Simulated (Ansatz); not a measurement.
**C2H7BSi: geometry and vibrations**

What shape does C2H7BSi take? The plan is to relax it, then compute its harmonic vibrations to see whether it is a minimum and to get the zero-point energy and entropy, and look at its orbitals and charge.

Program: Ansatz 0.2.0, Gaussian basis. Level of theory: RKS PBE0-D4/def2-TZVP. These are calculated values, not measurements.

The runs, in order: relaxation at PBE-D4/def2-SVP; relaxation at PBE0-D4/def2-TZVP; harmonic vibrations at the same level; a single point in def2-TZVPP for the fields.

## Step 1: Starting geometry

SMILES `CC1B[SiH2]1`, 11 atoms, charge 0, spin multiplicity 1.

Atoms are counted from 1 here; the program's logs count them from 0.

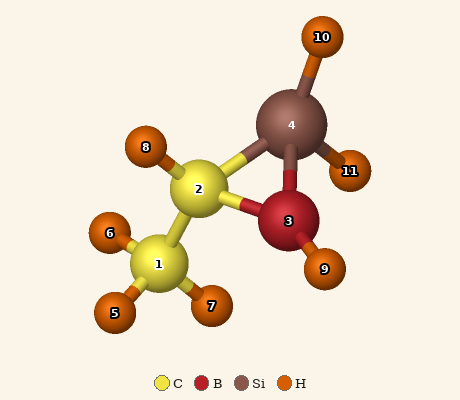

As it starts; carbon yellow, boron red, silicon brown, hydrogen orange; atoms are numbered from 1 in the order of the file.

The start is a force-field geometry with small random shifts, so a cheaper pass at PBE-D4/def2-SVP comes first.

## Step 2: Geometry optimisation, PBE-D4/def2-SVP (cheap first pass)

in.yaml reads:

```yaml
crystal:
  periodic: [false, false, false]
  atoms:
    - {symbol: C, position_ang: [-0.231600, 1.351700, 0.037300]}
    - {symbol: C, position_ang: [0.498800, 0.125500, -0.306500]}
    - {symbol: B, position_ang: [0.700100, -0.824600, 0.917500]}
    - {symbol: Si, position_ang: [-0.430200, -1.296500, -0.632300]}
    - {symbol: H, position_ang: [0.400300, 2.124500, 0.489600]}
    - {symbol: H, position_ang: [-0.670400, 1.858200, -0.914800]}
    - {symbol: H, position_ang: [-1.109100, 1.204300, 0.713600]}
    - {symbol: H, position_ang: [1.429700, 0.271900, -0.965200]}
    - {symbol: H, position_ang: [1.241200, -1.053700, 2.012700]}
    - {symbol: H, position_ang: [0.112200, -2.460100, -1.277600]}
    - {symbol: H, position_ang: [-1.875700, -1.358300, -0.053700]}
basis:
  gaussian: {orbitals: def2-SVP}
hamiltonian: {xc: pbe, dispersion: d4}
relax: {f_tol: 0.03, max_steps: 200}
```

The run is started by

```bash
> ansatz run in.yaml --threads 2 --pin off --events-out ev --progress --plain --max-ram 4352MiB
```

The log of the run (excerpt; [...] marks lines left out):

```text
Functional definition: PBE
  name "PBE"
  cite "Perdew, Burke & Ernzerhof, Phys. Rev. Lett. 77, 3865 (1996) doi:10.1103/PhysRevLett.77.3865"
  parent pbe
[...]
1072 factors; their error is unknown
[...]
mean field -10725.78186122 eV, -394.1652132038 hartree, gradient 2.0e-5 eV, S^2 0.000000; 0 other end points of the search recorded, 0 dependent functions left out
[...]
reference -10725.78189578 eV, -394.1652144740 hartree; 19, 19 occupied and 76, 76 virtual orbitals, 1072 factors
relax step   1: F+E_penalty+E_count = -10725.99662819 eV  Δ(F+E_penalty+E_count) = +0.000e0 eV  max|allowed force component| = 3.992e0 eV/Å  Δτ_max = 0.0000 Å  (29 SCF iters, accepted)
[...]
relax step   5: F+E_penalty+E_count = -10726.95942892 eV  Δ(F+E_penalty+E_count) = -5.407e-2 eV  max|allowed force component| = 2.681e-1 eV/Å  Δτ_max = 0.1214 Å  (29 SCF iters, accepted)
[...]
relax step   9: F+E_penalty+E_count = -10727.21212057 eV  Δ(F+E_penalty+E_count) = -4.103e-2 eV  max|allowed force component| = 6.077e-1 eV/Å  Δτ_max = 0.1629 Å  (28 SCF iters, accepted)
[...]
relax step  13: F+E_penalty+E_count = -10727.26768357 eV  Δ(F+E_penalty+E_count) = -6.198e-3 eV  max|allowed force component| = 1.152e-1 eV/Å  Δτ_max = 0.1438 Å  (29 SCF iters, accepted)
[...]
relax step  15: F+E_penalty+E_count = -10727.27121500 eV  Δ(F+E_penalty+E_count) = -8.183e-4 eV  max|allowed force component| = 5.724e-2 eV/Å  Δτ_max = 0.0206 Å  (31 SCF iters, accepted)
[...]
relax step  16: F+E_penalty+E_count = -10727.27132112 eV  Δ(F+E_penalty+E_count) = -1.061e-4 eV  max|allowed force component| = 2.951e-2 eV/Å  Δτ_max = 0.0074 Å  (32 SCF iters, accepted)
1072 factors; their error is unknown
[...]
mean field -10727.06918646 eV, -394.2125215337 hartree, gradient 2.1e-5 eV, S^2 0.000000; 1 other end points of the search recorded, 0 dependent functions left out
[...]
reference -10727.06922192 eV, -394.2125228370 hartree; 19, 19 occupied and 76, 76 virtual orbitals, 1072 factors
Total energy: -10727.27135658 eV, -394.2199511487 hartree
Atom 0 at    -0.054602     1.592851     0.088755 Å, force    -0.020319    -0.002353     0.006253 eV/Å
Atom 1 at     0.456299     0.179979    -0.099582 Å, force     0.029511     0.002568     0.000351 eV/Å
Atom 2 at     0.631724    -0.837382     0.979064 Å, force    -0.010339     0.007845     0.008927 eV/Å
Atom 3 at    -0.270603    -1.844239    -0.373322 Å, force    -0.006887     0.016592    -0.007991 eV/Å
Atom 4 at     0.783929     2.318125    -0.000750 Å, force     0.003870    -0.006022    -0.000614 eV/Å
Atom 5 at    -0.802284     1.872196    -0.683420 Å, force     0.001820    -0.002069     0.004080 eV/Å
Atom 6 at    -0.516692     1.734915     1.084645 Å, force    -0.001205     0.005509    -0.000269 eV/Å
Atom 7 at     0.871529     0.017296    -1.116770 Å, force    -0.000532    -0.007782    -0.009249 eV/Å
Atom 8 at     0.493264    -0.754892     2.178821 Å, force     0.001800    -0.002551    -0.001982 eV/Å
Atom 9 at     0.175827    -2.033929    -1.792954 Å, force     0.003997    -0.004663    -0.005963 eV/Å
Atom 10 at    -1.703091    -2.302021    -0.243886 Å, force    -0.001716    -0.007074     0.006457 eV/Å
Dipole moment:    -0.078952     0.126208    -0.203446 e Å
```

Wall time 31 s (2 threads of Arm Neoverse V1, shared host).

Along the way:

| step | energy from step 1 (eV) | largest force component (eV/Å) |
| --- | --- | --- |
| 1 | 0.0000 | 3.9924 |
| 2 | -0.6664 | 1.8721 |
| 3 | -0.8895 | 0.7198 |
| 4 | -0.9087 | 0.4790 |
| 5 | -0.9628 | 0.2681 |
| 6 | -1.0429 | 0.3423 |
| 7 | -1.1085 | 0.6598 |
| 8 | -1.1745 | 0.6769 |
| 9 | -1.2155 | 0.6077 |
| 10 | -1.2409 | 0.3294 |
| 11 | -1.2520 | 0.2823 |
| 12 | -1.2649 | 0.1155 |
| 13 | -1.2711 | 0.1152 |
| 14 | -1.2738 | 0.0850 |
| 15 | -1.2746 | 0.0572 |
| 16 | -1.2747 | 0.0295 |

Close pairs (by a distance rule), those that changed most:

| bond | before (Å) | after (Å) | change (Å) |
| --- | --- | --- | --- |
| C2–Si4 | 1.730 | 2.168 | +0.439 |
| C2–B3 | 1.562 | 1.493 | -0.069 |
| Si4–H10 | 1.437 | 1.500 | +0.063 |
| B3–Si4 | 1.975 | 1.912 | -0.063 |
| C1–H6 | 1.164 | 1.111 | -0.054 |
| Si4–H11 | 1.558 | 1.509 | -0.049 |
| C1–C2 | 1.468 | 1.514 | +0.046 |
| C2–H8 | 1.150 | 1.111 | -0.039 |

## Step 3: Geometry optimisation, PBE0-D4/def2-TZVP

in.yaml reads:

```yaml
crystal:
  periodic: [false, false, false]
  atoms:
    - {symbol: C, position_ang: [-0.054602, 1.592851, 0.088755]}
    - {symbol: C, position_ang: [0.456299, 0.179979, -0.099582]}
    - {symbol: B, position_ang: [0.631724, -0.837382, 0.979064]}
    - {symbol: Si, position_ang: [-0.270603, -1.844239, -0.373322]}
    - {symbol: H, position_ang: [0.783929, 2.318125, -0.000750]}
    - {symbol: H, position_ang: [-0.802284, 1.872196, -0.683420]}
    - {symbol: H, position_ang: [-0.516692, 1.734915, 1.084645]}
    - {symbol: H, position_ang: [0.871529, 0.017296, -1.116770]}
    - {symbol: H, position_ang: [0.493264, -0.754892, 2.178821]}
    - {symbol: H, position_ang: [0.175827, -2.033929, -1.792954]}
    - {symbol: H, position_ang: [-1.703091, -2.302021, -0.243886]}
basis:
  gaussian: {orbitals: def2-TZVP}
hamiltonian: {xc: pbe0, dispersion: d4}
relax: {f_tol: 0.005, max_steps: 150}
```

The command is unchanged.

The log of the run (excerpt; [...] marks lines left out):

```text
Functional definition: PBE0
  name "PBE0"
  cite "Adamo & Barone, J. Chem. Phys. 110, 6158 (1999) doi:10.1063/1.478522"
  cite "Perdew, Burke & Ernzerhof, Phys. Rev. Lett. 77, 3865 (1996) doi:10.1103/PhysRevLett.77.3865"
  parent pbe
[...]
1105 factors; their error is unknown
[...]
mean field -10734.17911003 eV, -394.4738064055 hartree, gradient 2.9e-5 eV, S^2 0.000000; 0 other end points of the search recorded, 0 dependent functions left out
[...]
reference -10734.17914467 eV, -394.4738076785 hartree; 19, 19 occupied and 153, 153 virtual orbitals, 1105 factors
relax step   1: F+E_penalty+E_count = -10734.34944370 eV  Δ(F+E_penalty+E_count) = +0.000e0 eV  max|allowed force component| = 4.919e-1 eV/Å  Δτ_max = 0.0000 Å  (28 SCF iters, accepted)
[...]
Atom 1 at     0.428965     0.160085    -0.097709 Å, force    -0.000628     0.001677     0.003773 eV/Å
Atom 2 at     0.635508    -0.838100     0.978857 Å, force    -0.000726     0.001597    -0.003668 eV/Å
Atom 3 at    -0.282709    -1.774505    -0.388772 Å, force     0.000661     0.000056     0.000447 eV/Å
Atom 4 at     0.766983     2.277784     0.005782 Å, force     0.000200    -0.000155     0.000305 eV/Å
Atom 5 at    -0.799805     1.847014    -0.675622 Å, force     0.000216     0.000183     0.000413 eV/Å
Atom 6 at    -0.525220     1.707063     1.066167 Å, force     0.000250    -0.000252     0.000246 eV/Å
Atom 7 at     0.859881     0.001693    -1.093213 Å, force     0.000366    -0.002028     0.000416 eV/Å
Atom 8 at     0.539163    -0.739179     2.159632 Å, force     0.000799    -0.000521     0.001511 eV/Å
Atom 9 at     0.204486    -2.044556    -1.760726 Å, force     0.000076    -0.000134    -0.000889 eV/Å
Atom 10 at    -1.696145    -2.225813    -0.260361 Å, force    -0.000475    -0.000126    -0.000229 eV/Å
Dipole moment:    -0.065870     0.111067    -0.193784 e Å
```

It took 45 s on 2 threads of Arm Neoverse V1, shared host.

Step by step:

| step | energy from step 1 (eV) | largest force component (eV/Å) |
| --- | --- | --- |
| 1 | 0.0000 | 0.4919 |
| 2 | -0.0404 | 0.2089 |
| 3 | -0.0477 | 0.1002 |
| 4 | -0.0478 | 0.1380 |
| 5 | -0.0503 | 0.0442 |
| 6 | -0.0504 | 0.0629 |
| 7 | -0.0507 | 0.0134 |
| 8 | -0.0507 | 0.0143 |
| 9 | -0.0507 | 0.0038 |

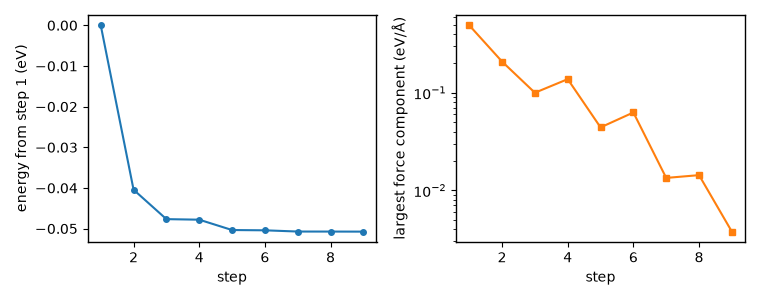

Energy and force, step by step.

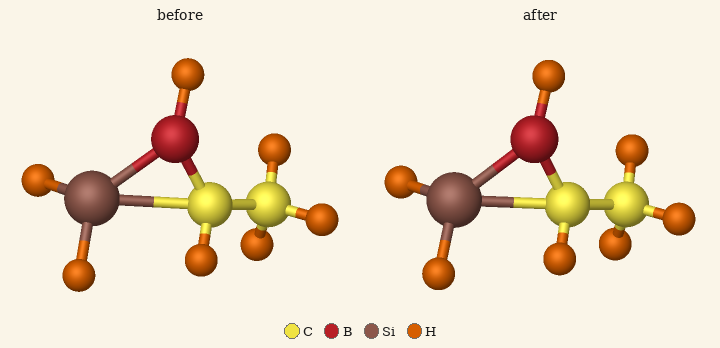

Before and after, at one scale.

Close pairs (by a distance rule), those that changed most:

| bond | before (Å) | after (Å) | change (Å) |
| --- | --- | --- | --- |
| C2–Si4 | 2.168 | 2.082 | -0.086 |
| B3–H9 | 1.211 | 1.189 | -0.022 |
| Si4–H11 | 1.509 | 1.489 | -0.020 |
| Si4–H10 | 1.500 | 1.481 | -0.019 |
| B3–Si4 | 1.912 | 1.895 | -0.017 |
| C1–H5 | 1.112 | 1.095 | -0.017 |
| C1–H6 | 1.111 | 1.093 | -0.017 |
| C1–H7 | 1.107 | 1.090 | -0.017 |

Mulliken charges of the relaxed molecule (report file):

| atom | value (e) |
| --- | --- |
| C1 | -0.34 |
| C2 | -0.19 |
| B3 | -0.05 |
| Si4 | 0.00 |
| H5 | 0.13 |
| H6 | 0.13 |
| H7 | 0.13 |
| H8 | 0.15 |
| H9 | 0.04 |
| H10 | 0.01 |
| H11 | -0.01 |

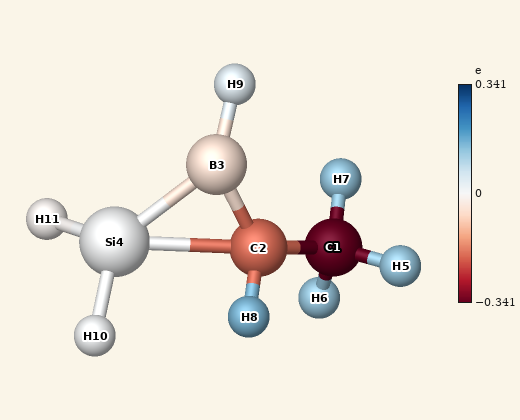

Mulliken charges of the relaxed molecule (report file), as colours on the atoms.

## Step 4: Vibrations by finite differences

in.yaml reads:

```yaml
crystal:
  periodic: [false, false, false]
  atoms:
    - {symbol: C, position_ang: [-0.065807, 1.571412, 0.086566]}
    - {symbol: C, position_ang: [0.428965, 0.160085, -0.097709]}
    - {symbol: B, position_ang: [0.635508, -0.838100, 0.978857]}
    - {symbol: Si, position_ang: [-0.282709, -1.774505, -0.388772]}
    - {symbol: H, position_ang: [0.766983, 2.277784, 0.005782]}
    - {symbol: H, position_ang: [-0.799805, 1.847014, -0.675622]}
    - {symbol: H, position_ang: [-0.525220, 1.707063, 1.066167]}
    - {symbol: H, position_ang: [0.859881, 0.001693, -1.093213]}
    - {symbol: H, position_ang: [0.539163, -0.739179, 2.159632]}
    - {symbol: H, position_ang: [0.204486, -2.044556, -1.760726]}
    - {symbol: H, position_ang: [-1.696145, -2.225813, -0.260361]}
basis:
  gaussian: {orbitals: def2-TZVP}
hamiltonian: {xc: pbe0, dispersion: d4}
phonons: {temperatures: {t_min: 298.15, t_max: 900, t_step: 200}}
```

Same command.

The log of the run (excerpt; [...] marks lines left out):

```text
Functional definition: PBE0
  name "PBE0"
  cite "Adamo & Barone, J. Chem. Phys. 110, 6158 (1999) doi:10.1063/1.478522"
  cite "Perdew, Burke & Ernzerhof, Phys. Rev. Lett. 77, 3865 (1996) doi:10.1103/PhysRevLett.77.3865"
  parent pbe
[...]
1105 factors; their error is unknown
[...]
mean field -10734.22903522 eV, -394.4756411224 hartree, gradient 2.4e-5 eV, S^2 0.000000; 0 other end points of the search recorded, 0 dependent functions left out
[...]
reference -10734.22906978 eV, -394.4756423928 hartree; 19, 19 occupied and 153, 153 virtual orbitals, 1105 factors
[...]
1105 factors; their error is unknown
mean field -10734.22886757 eV, -394.4756349614 hartree, gradient 2.4e-6 eV, S^2 0.000000; 0 other end points of the search recorded, 0 dependent functions left out
[...]
reference -10734.22890214 eV, -394.4756362318 hartree; 19, 19 occupied and 153, 153 virtual orbitals, 1105 factors
[...]
Atom 4 at     0.766983     2.277784     0.005782 Å, force     0.000196    -0.000163     0.000302 eV/Å
Atom 5 at    -0.799805     1.847014    -0.675622 Å, force     0.000219     0.000195     0.000387 eV/Å
Atom 6 at    -0.525220     1.707063     1.066167 Å, force     0.000280    -0.000269     0.000241 eV/Å
Atom 7 at     0.859881     0.001693    -1.093213 Å, force     0.000362    -0.002014     0.000418 eV/Å
Atom 8 at     0.539163    -0.739179     2.159632 Å, force     0.000793    -0.000528     0.001511 eV/Å
Atom 9 at     0.204486    -2.044556    -1.760726 Å, force     0.000070    -0.000130    -0.000876 eV/Å
Atom 10 at    -1.696145    -2.225813    -0.260361 Å, force    -0.000495    -0.000134    -0.000232 eV/Å
Dipole moment:    -0.065870     0.111067    -0.193785 e Å
Vibrations: 145.50 183.40 280.59 339.13 498.32 555.89 605.39 675.73 745.77 792.09 894.82 925.72 980.39 1036.70 1066.82 1207.91 1389.68 1396.00 1480.09 1485.99 2206.65 2252.72 2684.84 3037.93 3077.77 3099.03 3137.47 cm⁻¹, zero-point energy 2.243019 eV
```

It took 3.4 min on 2 threads of Arm Neoverse V1, shared host.

Motions are named by where the mode's potential energy lies. Wavenumbers, unscaled:

| mode | cm⁻¹ | motion |
| --- | --- | --- |
| 1 | 146 | torsion |
| 2 | 183 | bend |
| 3 | 281 | torsion with bend |
| 4 | 339 | bend |
| 5 | 498 | bend |
| 6 | 556 | bend |
| 7 | 605 | bend |
| 8 | 676 | bend with Si–B stretch |
| 9 | 746 | torsion with bend |
| 10 | 792 | bend |
| 11 | 895 | bend |
| 12 | 926 | bend with C–C stretch |
| 13 | 980 | bend |
| 14 | 1037 | bend with torsion |
| 15 | 1067 | bend |
| 16 | 1208 | bend with C–C stretch |
| 17 | 1390 | bend |
| 18 | 1396 | bend |
| 19 | 1480 | bend |
| 20 | 1486 | bend |
| 21 | 2207 | Si–H stretch |
| 22 | 2253 | Si–H stretch |
| 23 | 2685 | B–H stretch |
| 24 | 3038 | C–H stretch |
| 25 | 3078 | C–H stretch |
| 26 | 3099 | C–H stretch |
| 27 | 3137 | C–H stretch |

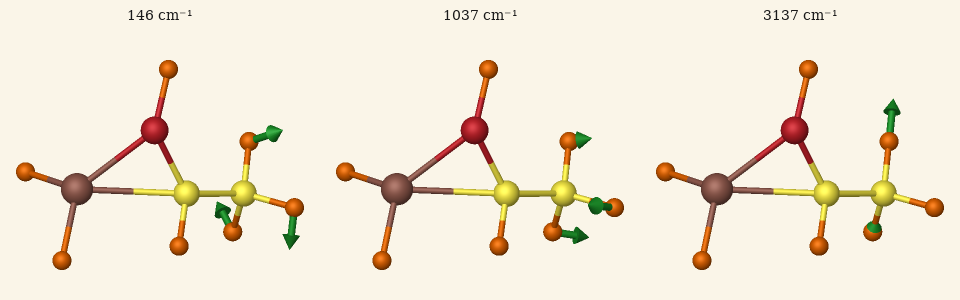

Displacements of 3 modes, as arrows.

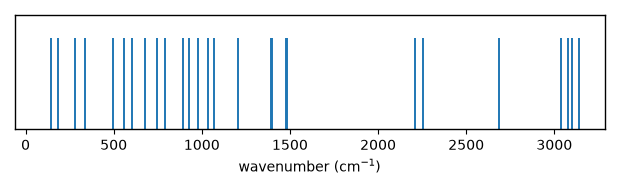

The harmonic wavenumbers as sticks (no intensities were computed).

From these modes and the moments of inertia (298.15 K, 1 bar, symmetry number 1):

| term | value |
| --- | --- |
| zero-point energy | 216.4 kJ/mol |
| H(298) − E | 234.7 kJ/mol |
| entropy, translation | 161.8 J/(mol K) |
| entropy, rotation | 105.0 J/(mol K) |
| entropy, vibration | 45.3 J/(mol K) |
| entropy, total | 312.2 J/(mol K) |

## Step 5: A single point for the fields

Changes to in.yaml since step 4:

```diff
@@ -15,4 +15,4 @@
 basis:
-  gaussian: {orbitals: def2-TZVP}
+  gaussian: {orbitals: def2-TZVPP}
 hamiltonian: {xc: pbe0, dispersion: d4}
-phonons: {temperatures: {t_min: 298.15, t_max: 900, t_step: 200}}
+output: {orbitals: {seedname: orbitals}}
```

Same command.

The log of the run:

```text
Functional definition: PBE0
  name "PBE0"
  cite "Adamo & Barone, J. Chem. Phys. 110, 6158 (1999) doi:10.1063/1.478522"
  cite "Perdew, Burke & Ernzerhof, Phys. Rev. Lett. 77, 3865 (1996) doi:10.1103/PhysRevLett.77.3865"
  parent pbe
  parameter a = 0.25
  parameter kappa = 0.804
  parameter beta = 0.06672455060314922
  exchange = (1 - a)*pbe_x(kappa = kappa, mu = beta*pi^2/3) + a*exact_x
  correlation = pbe_c(beta = beta)
1233 factors; their error is unknown
mean field evaluation 1: about -10724.3608 eV, gradient 6.2e1 eV
mean field evaluation 2: about -10705.0869 eV, gradient 9.9e1 eV
mean field evaluation 4: about -10734.1854 eV, gradient 5.9e0 eV
mean field evaluation 8: about -10734.2722 eV, gradient 8.3e-2 eV
mean field evaluation 16: about -10734.2805 eV, gradient 6.3e-5 eV
mean field -10734.28046005 eV, -394.4775309503 hartree, gradient 6.3e-5 eV, S^2 0.000000; 0 other end points of the search recorded, 0 dependent functions left out
reference -10734.28049499 eV, -394.4775322342 hartree; 19, 19 occupied and 214, 214 virtual orbitals, 1233 factors
Total energy: -10734.45164173 eV, -394.4838217611 hartree
```

Run time: 4.5 s. Hardware: 2 threads of Arm Neoverse V1, shared host; peak memory 0.46 GiB.

The fields below are evaluated on a grid from the run's orbitals.

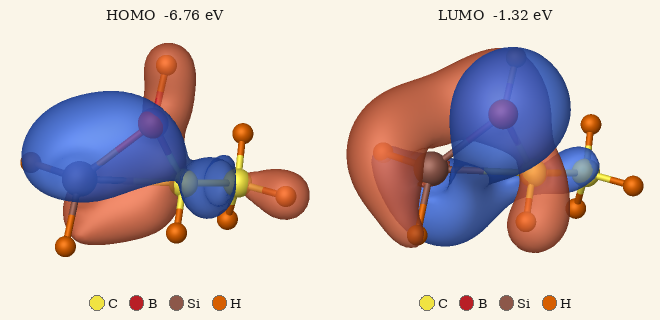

Frontier orbitals at PBE0-D4/def2-TZVPP; each surface holds 70 % of the orbital's density, blue and red mark the sign.

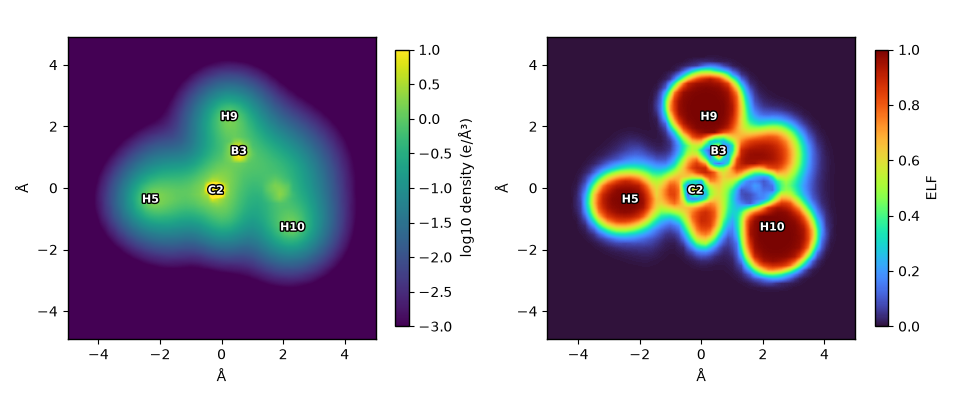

Density (left) and ELF (right) in a plane through or near 5 of the atoms.

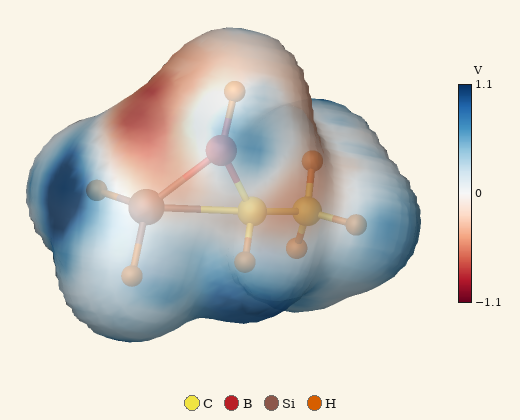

The potential that a unit positive charge feels on the 0.002 e/bohr³ surface, from the 1st to the 99th percentile, from -0.61 V near B3 to 1.10 V near Si4.

## Step 6: Summary of results

| quantity | value |
| --- | --- |
| point group | C1 |
| steps | 16 + 9 |
| shift from the start (rms) | 0.595 Å |
| total energy | -10734.4002 eV |
| dispersion term | -171 meV |
| dipole moment | 1.12 D |
| lowest, highest wavenumber | 146, 3137 cm⁻¹ |
| zero-point energy | 216.4 kJ/mol |
| entropy at 298.15 K | 312.2 J/(mol K) |
| HOMO, LUMO | -6.76, -1.32 eV |

What this shows: The atoms moved 0.60 Å (rms) from the start; the bond that changed most is C2–Si4, from 1.730 to 2.082 Å. No mode is imaginary: a true minimum at this level. The stiffest mode, 3137 cm⁻¹, is a C–H stretch, and 2 modes under 200 cm⁻¹ make the vibrational entropy uncertain. Harmonic hybrid wavenumbers usually lie a few per cent above measured fundamentals. The largest Mulliken charge, -0.34 e, sits on C1. The HOMO lies mostly on Si4 29 %; B3 26 % and the LUMO on B3 41 %; Si4 19 %.
